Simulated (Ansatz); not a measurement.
# W: a two-dimensional strain map, part 2 of 2

This session takes W and sets out to strain the cell in the xy plane and along z independently.

Ansatz 0.2.0; DFT r2SCAN, scalar-relativistic, plane waves, PAW.

## (17) Point p = 0.000, q = -0.025

The COD cell was measured well above room temperature, so it is larger than a cold one.

File input.yaml:

```yaml
crystal:
  lattice:
    - [-1.5973, 1.5973, 1.5573675]
    - [1.5973, -1.5973, 1.5573675]
    - [1.5973, 1.5973, -1.5573675]
  atoms:
    - { symbol: W, position: [0.0, 0.0, 0.0] }
basis:
  ecutwfc: 500
kpoints:
  mp_grid: { grid: [20, 20, 20] }
hamiltonian:
  xc: r2scan
scf:
  occupations: { method: gaussian, width: 0.15 }
output:
  forces: true
  stress: true
  eigenvalues: true
```

Launch:

```bash
$ ansatz run input.yaml --threads 1 --pin off --max-ram 2560MiB --backend cpu --events-out ev --progress --plain --runs-dir out
```

Log, shortened:

```text
[...]
SCF converged after 6 iterations
Free energy (F): -10397.296735 eV
[...]
E sigma→0 (E₀):  -10397.294885 eV
Entropy (-TS):   -0.003700 eV (-3.700 meV/atom)
Fermi energy:    22.451821 eV
[...]
--- Forces (eV/Å), atoms counted from 1 ---
  atom   1  W     -0.00000000    -0.00000000     0.00000000
[...]
--- Stress (GPa, compression-positive) ---
       -2.808579       0.000000       0.000000
        0.000000      -2.808579       0.000000
        0.000000      -0.000000       6.731375
  P = ⅓ Tr σ = 0.3714 GPa (3.714 kbar)
--- Band table (eV; the first three rows and the last of 641) ---
  k-point 0: bands = ["-53.6398", "-16.5532", "-16.5532", "-16.5408", "12.2988", "20.8759", "21.2393", "21.2393", "24.6861", "25.1735", "37.3842"]
[...]
```

It took 13 s on 1 thread of Intel Xeon Platinum 8488C (Sapphire Rapids), shared host; peak memory 0.54 GiB.

## (18) Point p = 0.000, q = 0.025

Edit input.yaml of step 17 so:

```diff
@@ -2,5 +2,5 @@
   lattice:
-    - [-1.5973, 1.5973, 1.5573675]
-    - [1.5973, -1.5973, 1.5573675]
-    - [1.5973, 1.5973, -1.5573675]
+    - [-1.5973, 1.5973, 1.6372325]
+    - [1.5973, -1.5973, 1.6372325]
+    - [1.5973, 1.5973, -1.6372325]
   atoms:
```

Launch:

```bash
$ ansatz run input.yaml --threads 1 --pin off --max-ram 2560MiB --backend cpu --events-out ev --progress --plain --runs-dir out
```

Log, shortened:

```text
[...]
SCF converged after 6 iterations
Free energy (F): -10397.260634 eV
[...]
E sigma→0 (E₀):  -10397.258750 eV
Entropy (-TS):   -0.003766 eV (-3.766 meV/atom)
Fermi energy:    21.191335 eV
[...]
--- Forces (eV/Å), atoms counted from 1 ---
  atom   1  W     -0.00000000    -0.00000000     0.00000000
[...]
--- Stress (GPa, compression-positive) ---
      -11.468094       0.000000       0.000000
        0.000000     -11.468094       0.000000
        0.000000       0.000000     -19.402275
  P = ⅓ Tr σ = -14.1128 GPa (-141.128 kbar)
--- Band table (eV; the first three rows and the last of 641) ---
  k-point 0: bands = ["-54.9576", "-17.9451", "-17.9362", "-17.9362", "11.3329", "19.8432", "19.8432", "20.1648", "23.3571", "23.7825", "35.8728"]
[...]
```

It took 8.8 s on 1 thread of Intel Xeon Platinum 8488C (Sapphire Rapids), shared host; peak memory 0.53 GiB.

## (19) p = 0.025, q = -0.050

Edit input.yaml of step 18 so:

```diff
@@ -2,5 +2,5 @@
   lattice:
-    - [-1.5973, 1.5973, 1.6372325]
-    - [1.5973, -1.5973, 1.6372325]
-    - [1.5973, 1.5973, -1.6372325]
+    - [-1.6372325, 1.6372325, 1.517435]
+    - [1.6372325, -1.6372325, 1.517435]
+    - [1.6372325, 1.6372325, -1.517435]
   atoms:
```

Launch:

```bash
$ ansatz run input.yaml --threads 1 --pin off --max-ram 2560MiB --backend cpu --events-out ev --progress --plain --runs-dir out
```

Log, shortened:

```text
Warning: RAYON_NUM_THREADS=1 ignored (pool sized by the plan → 1); use --threads N
[...]
[... 3 set-up lines as earlier in the session ...]
[...]
Crystal: 1 atoms, lattice volume = 16.270 Å³
Basis set: ecut = 500 eV, 413 PW (Γ), exchange–correlation on 96×96×96 points (64 copies of the dense FFT grid, shifted against one another)
[...]
Fermi energy:    21.823313 eV
[...]
--- Forces (eV/Å), atoms counted from 1 ---
  atom   1  W      0.00000000     0.00000000     0.00000000
[...]
--- Stress (GPa, compression-positive) ---
      -14.584036       0.000000       0.000000
        0.000000     -14.584036      -0.000000
        0.000000      -0.000000      11.522243
  P = ⅓ Tr σ = -5.8819 GPa (-58.819 kbar)
--- Band table (eV; the first three rows and the last of 641) ---
  k-point 0: bands = ["-54.2559", "-17.2161", "-17.2161", "-17.1718", "11.8407", "19.8941", "20.9902", "20.9902", "23.4996", "24.9503", "36.4478"]
[...]
```

Wall time 8.7 s (1 thread of Intel Xeon Platinum 8488C (Sapphire Rapids), shared host); peak memory 0.54 GiB.

## (20) Point p = 0.025, q = 0.000

Edit input.yaml of step 19 so:

```diff
@@ -2,5 +2,5 @@
   lattice:
-    - [-1.6372325, 1.6372325, 1.517435]
-    - [1.6372325, -1.6372325, 1.517435]
-    - [1.6372325, 1.6372325, -1.517435]
+    - [-1.6372325, 1.6372325, 1.5973]
+    - [1.6372325, -1.6372325, 1.5973]
+    - [1.6372325, 1.6372325, -1.5973]
   atoms:
```

Launch:

```bash
$ ansatz run input.yaml --threads 1 --pin off --max-ram 2560MiB --backend cpu --events-out ev --progress --plain --runs-dir out
```

Log, shortened:

```text
[...]
SCF converged after 6 iterations
Free energy (F): -10397.215607 eV
[...]
E sigma→0 (E₀):  -10397.213767 eV
Entropy (-TS):   -0.003680 eV (-3.680 meV/atom)
Fermi energy:    20.592110 eV
[...]
--- Forces (eV/Å), atoms counted from 1 ---
  atom   1  W     -0.00000000    -0.00000000     0.00000000
[...]
--- Stress (GPa, compression-positive) ---
      -22.749929       0.000000       0.000000
        0.000000     -22.749929      -0.000000
        0.000000      -0.000000     -15.032881
  P = ⅓ Tr σ = -20.1776 GPa (-201.776 kbar)
--- Band table (eV; the first three rows and the last of 641) ---
  k-point 0: bands = ["-55.5905", "-18.6070", "-18.6070", "-18.5956", "10.8779", "19.1758", "19.4986", "19.4986", "22.7054", "23.1302", "35.3784"]
[...]
```

It took 8.8 s on 1 thread of Intel Xeon Platinum 8488C (Sapphire Rapids), shared host; peak memory 0.53 GiB.

## (21) p = 0.025, q = 0.050

File input.yaml:

```yaml
crystal:
  lattice:
    - [-1.6372325, 1.6372325, 1.677165]
    - [1.6372325, -1.6372325, 1.677165]
    - [1.6372325, 1.6372325, -1.677165]
  atoms:
    - { symbol: W, position: [0.0, 0.0, 0.0] }
basis:
  ecutwfc: 500
kpoints:
  mp_grid: { grid: [20, 20, 20] }
hamiltonian:
  xc: r2scan
scf:
  occupations: { method: gaussian, width: 0.15 }
output:
  forces: true
  stress: true
  eigenvalues: true
  write_density: true
  write_potential: true
  elf: true
  volumetric_format: npy
```

Launch:

```bash
$ ansatz run input.yaml --threads 1 --pin off --max-ram 2560MiB --backend cpu --events-out ev --progress --plain --runs-dir out
```

Log, shortened:

```text
[...]
SCF converged after 6 iterations
Free energy (F): -10397.079954 eV
[...]
E sigma→0 (E₀):  -10397.078203 eV
Entropy (-TS):   -0.003502 eV (-3.502 meV/atom)
Fermi energy:    19.438441 eV
[...]
--- Forces (eV/Å), atoms counted from 1 ---
  atom   1  W     -0.00000000    -0.00000000     0.00000000
[...]
--- Stress (GPa, compression-positive) ---
      -28.120252       0.000000       0.000000
        0.000000     -28.120252      -0.000000
        0.000000      -0.000000     -34.607951
  P = ⅓ Tr σ = -30.2828 GPa (-302.828 kbar)
--- Band table (eV; the first three rows and the last of 641) ---
  k-point 0: bands = ["-56.8078", "-19.8802", "-19.8716", "-19.8716", "10.0186", "18.2214", "18.2214", "18.5076", "21.4802", "21.8511", "33.9807"]
[...]
```

Run time: 12 s. Hardware: 1 thread of Intel Xeon Platinum 8488C (Sapphire Rapids), shared host; peak memory 0.53 GiB.

Axes a, b and c in the maps are those of this run's conventional cell (a, b, c = 3.274, 3.274, 3.354 Å).

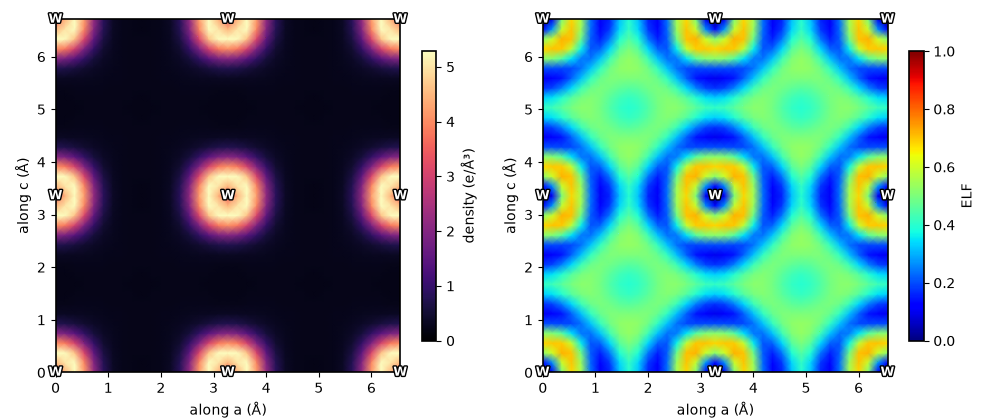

Density (left) and ELF (right) in a lattice plane of the grid's cell (edges 3.27 and 3.35 Å, at 0.000 of the third edge), which holds W. Only atoms in the plane are labelled. Both are smooth fields of the valence electrons: close to the nuclei they are not physical.

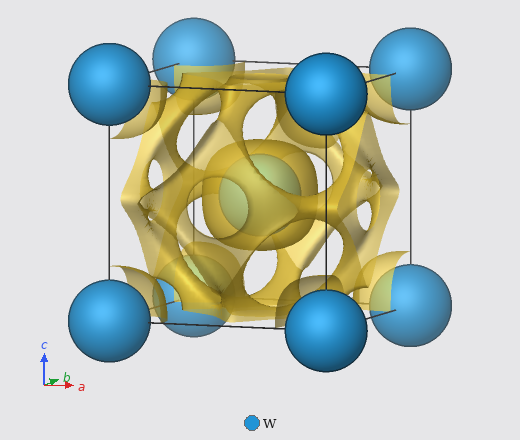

Surface of ELF = 0.47, drawn in one cell.

Maxima of ELF outside the ion cores: 0.53 between the atoms, 1.8 Å from W.

## (22) At p = 0.050, q = -0.025

Edit input.yaml of step 21 so:

```diff
@@ -2,5 +2,5 @@
   lattice:
-    - [-1.6372325, 1.6372325, 1.677165]
-    - [1.6372325, -1.6372325, 1.677165]
-    - [1.6372325, 1.6372325, -1.677165]
+    - [-1.677165, 1.677165, 1.5573675]
+    - [1.677165, -1.677165, 1.5573675]
+    - [1.677165, 1.677165, -1.5573675]
   atoms:
```

Launch:

```bash
$ ansatz run input.yaml --threads 1 --pin off --max-ram 2560MiB --backend cpu --events-out ev --progress --plain --runs-dir out
```

Log, shortened:

```text
[...]
SCF converged after 6 iterations
Free energy (F): -10397.107379 eV
[...]
E sigma→0 (E₀):  -10397.105103 eV
Entropy (-TS):   -0.004554 eV (-4.554 meV/atom)
Fermi energy:    20.029423 eV
[...]
--- Forces (eV/Å), atoms counted from 1 ---
  atom   1  W     -0.00000000     0.00000000     0.00000000
[...]
--- Stress (GPa, compression-positive) ---
      -31.553752       0.000000       0.000000
        0.000000     -31.553752      -0.000000
        0.000000      -0.000000     -10.444876
  P = ⅓ Tr σ = -24.5175 GPa (-245.175 kbar)
--- Band table (eV; the first three rows and the last of 641) ---
  k-point 0: bands = ["-56.1567", "-19.2108", "-19.2108", "-19.1698", "10.4698", "18.2857", "19.2604", "19.2604", "21.6375", "22.9022", "34.5044"]
[...]
```

Run time: 12 s. Hardware: 1 thread of Intel Xeon Platinum 8488C (Sapphire Rapids), shared host; peak memory 0.53 GiB.

The maps below are laid out on this run's own conventional cell (a, b, c = 3.354, 3.354, 3.115 Å).

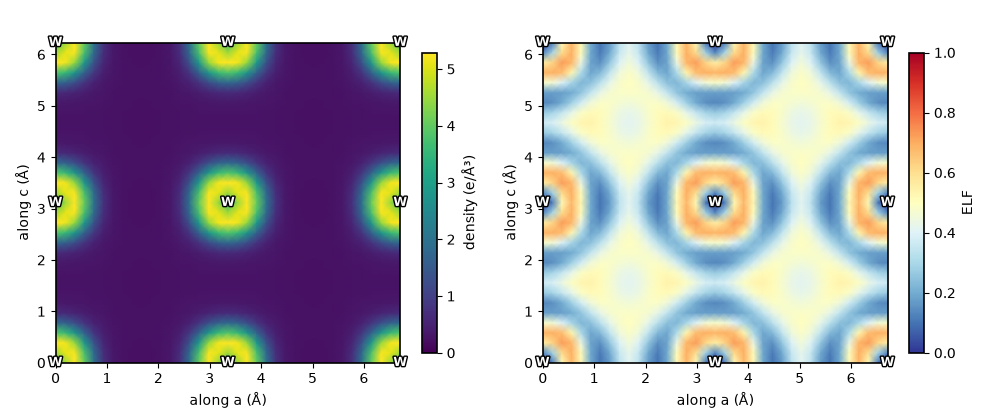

Density (left) and ELF (right) in a lattice plane of the grid's cell (edges 3.35 and 3.11 Å, at 0.000 of the third edge), which holds W. Only atoms in the plane are labelled. Both are smooth fields of the valence electrons: close to the nuclei they are not physical.

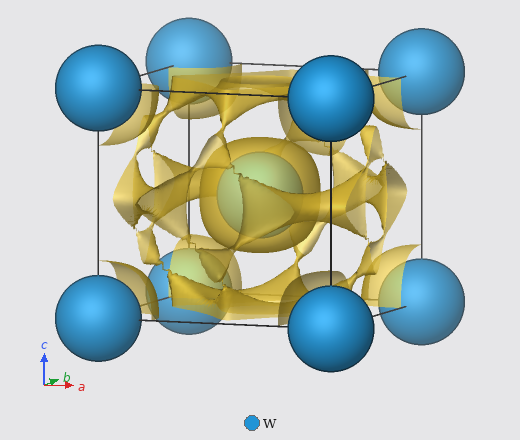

Surface of ELF = 0.48, drawn in one cell.

Maxima of ELF outside the ion cores: 0.54 between the atoms, 1.8 Å from W.

## (23) p = 0.050, q = 0.025

File input.yaml:

```yaml
crystal:
  lattice:
    - [-1.677165, 1.677165, 1.6372325]
    - [1.677165, -1.677165, 1.6372325]
    - [1.677165, 1.677165, -1.6372325]
  atoms:
    - { symbol: W, position: [0.0, 0.0, 0.0] }
basis:
  ecutwfc: 500
kpoints:
  mp_grid: { grid: [20, 20, 20] }
hamiltonian:
  xc: r2scan
scf:
  occupations: { method: gaussian, width: 0.15 }
output:
  forces: true
  stress: true
  eigenvalues: true
```

Launch:

```bash
$ ansatz run input.yaml --threads 1 --pin off --max-ram 2560MiB --backend cpu --events-out ev --progress --plain --runs-dir out
```

Log, shortened:

```text
Warning: RAYON_NUM_THREADS=1 ignored (pool sized by the plan → 1); use --threads N
[...]
[... 3 set-up lines as earlier in the session ...]
[...]
Crystal: 1 atoms, lattice volume = 18.421 Å³
Basis set: ecut = 500 eV, 457 PW (Γ), exchange–correlation on 96×96×96 points (64 copies of the dense FFT grid, shifted against one another)
[...]
Fermi energy:    18.888810 eV
[...]
--- Forces (eV/Å), atoms counted from 1 ---
  atom   1  W      0.00000000    -0.00000000     0.00000000
[...]
--- Stress (GPa, compression-positive) ---
      -36.549897       0.000000       0.000000
        0.000000     -36.549897       0.000000
        0.000000      -0.000000     -30.201825
  P = ⅓ Tr σ = -34.4339 GPa (-344.339 kbar)
--- Band table (eV; the first three rows and the last of 641) ---
  k-point 0: bands = ["-57.3917", "-20.4854", "-20.4854", "-20.4744", "9.6128", "17.6104", "17.8977", "17.8977", "20.8803", "21.2504", "33.5231"]
[...]
```

Run time: 9.5 s. Hardware: 1 thread of Intel Xeon Platinum 8488C (Sapphire Rapids), shared host; peak memory 0.54 GiB.

## (24) p = -0.025, q = -0.025

Edit input.yaml of step 23 so:

```diff
@@ -2,5 +2,5 @@
   lattice:
-    - [-1.677165, 1.677165, 1.6372325]
-    - [1.677165, -1.677165, 1.6372325]
-    - [1.677165, 1.677165, -1.6372325]
+    - [-1.5573675, 1.5573675, 1.5573675]
+    - [1.5573675, -1.5573675, 1.5573675]
+    - [1.5573675, 1.5573675, -1.5573675]
   atoms:
```

Launch:

```bash
$ ansatz run input.yaml --threads 1 --pin off --max-ram 2560MiB --backend cpu --events-out ev --progress --plain --runs-dir out
```

Log, shortened:

```text
[...]
SCF converged after 6 iterations
Free energy (F): -10397.261189 eV
[...]
E sigma→0 (E₀):  -10397.259523 eV
Entropy (-TS):   -0.003331 eV (-3.331 meV/atom)
Fermi energy:    23.785126 eV
[...]
--- Forces (eV/Å), atoms counted from 1 ---
  atom   1  W      0.00000000     0.00000000     0.00000000
[...]
--- Stress (GPa, compression-positive) ---
       18.340363      -0.000000      -0.000000
       -0.000000      18.340363      -0.000000
       -0.000000      -0.000000      18.340363
  P = ⅓ Tr σ = 18.3404 GPa (183.404 kbar)
--- Band table (eV; the first three rows and the last of 256) ---
  k-point 0: bands = ["-52.2625", "-15.0833", "-15.0833", "-15.0833", "13.3404", "22.3387", "22.3387", "22.3387", "26.3677", "26.3677", "38.9832"]
[...]
```

It took 3.5 s on 1 thread of Intel Xeon Platinum 8488C (Sapphire Rapids), shared host; peak memory 0.42 GiB.

## (25) At p = -0.025, q = 0.025

Edit input.yaml of step 24 so:

```diff
@@ -2,5 +2,5 @@
   lattice:
-    - [-1.5573675, 1.5573675, 1.5573675]
-    - [1.5573675, -1.5573675, 1.5573675]
-    - [1.5573675, 1.5573675, -1.5573675]
+    - [-1.5573675, 1.5573675, 1.6372325]
+    - [1.5573675, -1.5573675, 1.6372325]
+    - [1.5573675, 1.5573675, -1.6372325]
   atoms:
```

Launch:

```bash
$ ansatz run input.yaml --threads 1 --pin off --max-ram 2560MiB --backend cpu --events-out ev --progress --plain --runs-dir out
```

Log, shortened:

```text
[...]
SCF converged after 6 iterations
Free energy (F): -10397.274915 eV
[...]
E sigma→0 (E₀):  -10397.272593 eV
Entropy (-TS):   -0.004645 eV (-4.645 meV/atom)
Fermi energy:    22.445720 eV
[...]
--- Forces (eV/Å), atoms counted from 1 ---
  atom   1  W     -0.00000000     0.00000000     0.00000000
[...]
--- Stress (GPa, compression-positive) ---
        6.658140       0.000000       0.000000
        0.000000       6.658140       0.000000
        0.000000       0.000000     -10.681547
  P = ⅓ Tr σ = 0.8782 GPa (8.782 kbar)
--- Band table (eV; the first three rows and the last of 641) ---
  k-point 0: bands = ["-53.6198", "-16.5382", "-16.5239", "-16.5239", "12.3116", "20.9281", "20.9281", "21.6094", "24.4685", "25.3778", "36.9318"]
[...]
```

It took 8.3 s on 1 thread of Intel Xeon Platinum 8488C (Sapphire Rapids), shared host; peak memory 0.53 GiB.

## (26) Point p = 0.025, q = -0.025

Edit input.yaml of step 25 so:

```diff
@@ -2,5 +2,5 @@
   lattice:
-    - [-1.5573675, 1.5573675, 1.6372325]
-    - [1.5573675, -1.5573675, 1.6372325]
-    - [1.5573675, 1.5573675, -1.6372325]
+    - [-1.6372325, 1.6372325, 1.5573675]
+    - [1.6372325, -1.6372325, 1.5573675]
+    - [1.6372325, 1.6372325, -1.5573675]
   atoms:
```

Launch:

```bash
$ ansatz run input.yaml --threads 1 --pin off --max-ram 2560MiB --backend cpu --events-out ev --progress --plain --runs-dir out
```

Log, shortened:

```text
[...]
SCF converged after 6 iterations
Free energy (F): -10397.239654 eV
[...]
E sigma→0 (E₀):  -10397.237764 eV
Entropy (-TS):   -0.003781 eV (-3.781 meV/atom)
Fermi energy:    21.193129 eV
[...]
--- Forces (eV/Å), atoms counted from 1 ---
  atom   1  W     -0.00000000     0.00000000     0.00000000
[...]
--- Stress (GPa, compression-positive) ---
      -19.173395       0.000000       0.000000
        0.000000     -19.173395       0.000000
        0.000000       0.000000      -2.629036
  P = ⅓ Tr σ = -13.6586 GPa (-136.586 kbar)
--- Band table (eV; the first three rows and the last of 641) ---
  k-point 0: bands = ["-54.9370", "-17.9269", "-17.9269", "-17.9010", "11.3452", "19.5288", "20.2153", "20.2153", "23.1114", "24.0188", "35.8956"]
[...]
```

Wall time 12 s (1 thread of Intel Xeon Platinum 8488C (Sapphire Rapids), shared host); peak memory 0.54 GiB.

## (27) At p = 0.025, q = 0.025

Edit input.yaml of step 26 so:

```diff
@@ -2,5 +2,5 @@
   lattice:
-    - [-1.6372325, 1.6372325, 1.5573675]
-    - [1.6372325, -1.6372325, 1.5573675]
-    - [1.6372325, 1.6372325, -1.5573675]
+    - [-1.6372325, 1.6372325, 1.6372325]
+    - [1.6372325, -1.6372325, 1.6372325]
+    - [1.6372325, 1.6372325, -1.6372325]
   atoms:
```

Launch:

```bash
$ ansatz run input.yaml --threads 1 --pin off --max-ram 2560MiB --backend cpu --events-out ev --progress --plain --runs-dir out
```

Log, shortened:

```text
[...]
SCF converged after 6 iterations
Free energy (F): -10397.160878 eV
[...]
E sigma→0 (E₀):  -10397.159267 eV
Entropy (-TS):   -0.003223 eV (-3.223 meV/atom)
Fermi energy:    20.004710 eV
[...]
--- Forces (eV/Å), atoms counted from 1 ---
  atom   1  W     -0.00000000     0.00000000     0.00000000
[...]
--- Stress (GPa, compression-positive) ---
      -25.660052       0.000000      -0.000000
       -0.000000     -25.660052       0.000000
        0.000000       0.000000     -25.660052
  P = ⅓ Tr σ = -25.6601 GPa (-256.601 kbar)
--- Band table (eV; the first three rows and the last of 256) ---
  k-point 0: bands = ["-56.2147", "-19.2556", "-19.2556", "-19.2556", "10.4364", "18.8352", "18.8352", "18.8352", "22.2842", "22.2842", "34.8922"]
[...]
```

Wall time 3.9 s (1 thread of Intel Xeon Platinum 8488C (Sapphire Rapids), shared host); peak memory 0.46 GiB.

## (28) The scan collected

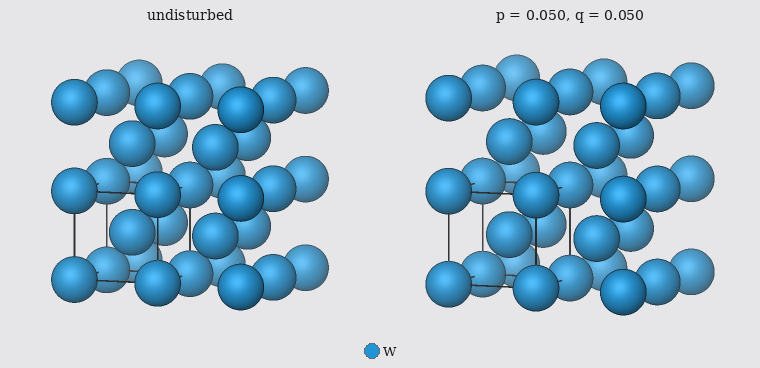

The undisturbed cell and the costliest point of the scan, at one scale, with neighbouring cells.

Energy above the undisturbed cell in meV/atom; points alike by symmetry are filled in, and a dash was not computed:

```csv
p \ q,-0.050,-0.025,0.000,0.025,0.050
-0.050,282.0,182.7,127.1,107.5,116.8
-0.025,100.6,34.1,9.7,20.4,59.1
0.000,36.3,-1.5,0.0,34.6,96.8
0.025,67.2,55.6,79.7,134.4,215.3
0.050,175.2,187.9,232.2,304.2,400.4
```

Pressure in GPa:

```csv
p \ q,-0.050,-0.025,0.000,0.025,0.050
-0.050,53.9,41.0,29.7,19.9,11.4
-0.025,29.2,18.3,8.9,0.9,-6.0
0.000,9.6,0.4,-7.5,-14.1,-19.8
0.025,-5.9,-13.7,-20.2,-25.7,-30.3
0.050,-18.0,-24.5,-29.9,-34.4,-38.2
```

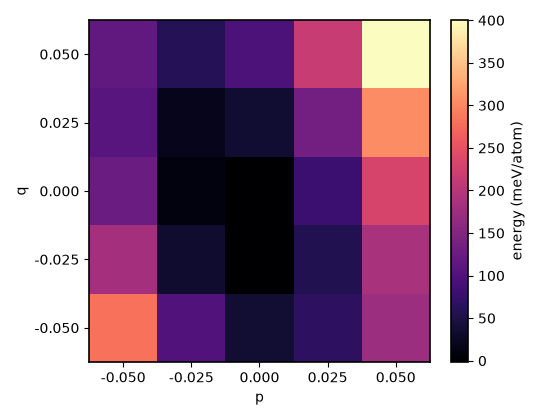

The energy map; blank cells were not computed.

## (29) What came out

What follows sums up all 2 parts.

| quantity | value |
| --- | --- |
| highest point | 400.4 meV/atom at (p, q) = (0.050, 0.050) |
| lowest point away from the origin | -1.5 meV/atom at (0.000, -0.025) |

In words: Of the points run, the lowest is (0.000, -0.025), 1.5 meV/atom below the undisturbed cell, which was taken as given and not relaxed at this level. At |p| = |q| = 0.050, points where p and q have the same sign cost 341.2 meV/atom on average, those of opposite sign 146.0: stretching in the plane is cheaper with a contraction along z. Spin-orbit coupling is left out for W.
